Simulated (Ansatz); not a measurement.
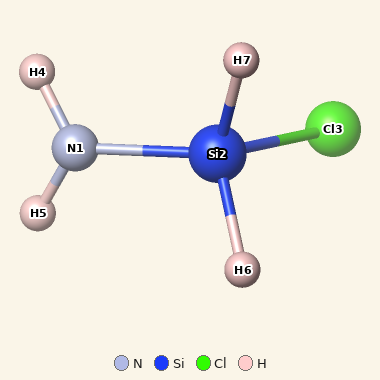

The system is ClH4NSi, SMILES N[SiH2]Cl; the picture shows the reference structure. First axis: umbrella angle at N1 (between each of its bonds and their common axis; 90 is planar). Second axis: change of the bonds N1–Si2, N1–H4, N1–H5, all alike. Nothing is relaxed (all other coordinates rigid). The scan uses a 13 × 13 grid. Points are written as (first, second). Energies: kJ/mol, counted from the relaxed molecule at the same level. The calculation used Ansatz, RKS B3LYP-D4/def2-TZVP.

Its coordinates:

```xyz
7

N    -0.8503    0.1284   -0.6734
Si    0.5597    0.1196    0.2839
Cl    0.7944   -1.5584    1.4996
H    -0.9285   -0.4667   -1.4835
H    -1.7535    0.3033   -0.2611
H     0.5091    1.2729    1.1991
H     1.7304    0.1329   -0.6103
```

Range: umbrella angle at N1 (between each of its bonds and their common axis; 90 is planar) from 66 to 114°; change of the bonds N1–Si2, N1–H4, N1–H5, all alike from −0.136 to 0.211 Å.

Question: What landscape does the calculation give?

Answer: The lowest grid point is at (98°, 0.008 Å), 0.47 kJ/mol from the relaxed molecule at the same level. It is the only kind of minimum in the scanned range. The highest grid point, (66°, −0.136 Å), lies 205 kJ/mol above the lowest.

```csv
"second ↓, first →",66,70,74,78,82,86,90,94,98,102,106,110,114
0.211,164,167,172,178,183,186,185,182,176,168,160,153,150
0.182,132,133,137,141,145,147,146,143,138,131,125,120,118
0.153,103,102,104,107,110,111,110,108,103,97,92,89,89
0.124,78,75,75,77,79,79,78,75,72,67,63,62,64
0.095,57,52,51,51,51,51,50,48,45,41,39,39,43
0.066,41,35,32,30,30,29,27,25,23,21,20,22,28
0.037,32,24,19,16,14,13,11,9,8,7,7,11,19
0.008,31,21,14,10,7,5,3,1,0,1,3,8,18
−0.021,40,27,18,13,9,6,4,3,3,4,7,15,27
−0.050,59,44,34,27,22,19,16,15,16,18,23,32,46
−0.079,92,75,63,54,48,44,42,41,42,46,52,63,80
−0.107,139,120,106,96,89,84,81,81,83,87,95,108,127
−0.136,205,184,168,156,148,143,140,140,143,149,158,173,193
```

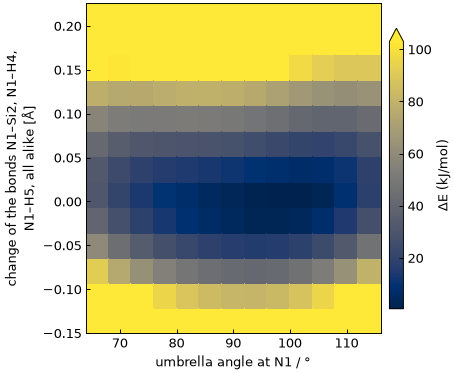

The picture shows one coloured cell a grid point, one colour for all values above the top of the scale.

Time for the 169 points that were run: 12 min on 1 thread of Arm Neoverse V1 (shared host).
